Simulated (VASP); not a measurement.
Band structure of Te (trig). Calculation: PBE GGA with D3 dispersion (zero damping), VASP's PBE PAW potentials (set 64) (plane waves; VASP).

Unless said otherwise, spin-orbit coupling is left out, though it shifts the bands of the heavy elements here.

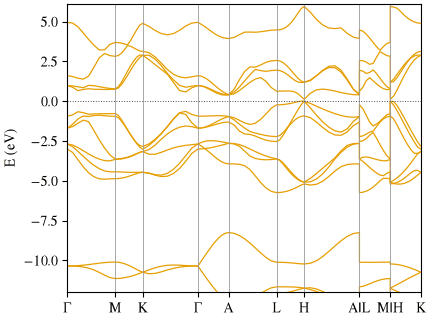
Bands along high-symmetry lines, zero at the valence-band maximum or, without a gap, the Fermi level

Q: Read the plot: is there a gap, and where are the band edges?

A: The gap is indirect, 0.12 eV, from the valence maximum at L-H at 0.89 to the conduction minimum at H. (Edges off the drawn lines would not show.)

The compound is Te in the trig structure. It was relaxed first.
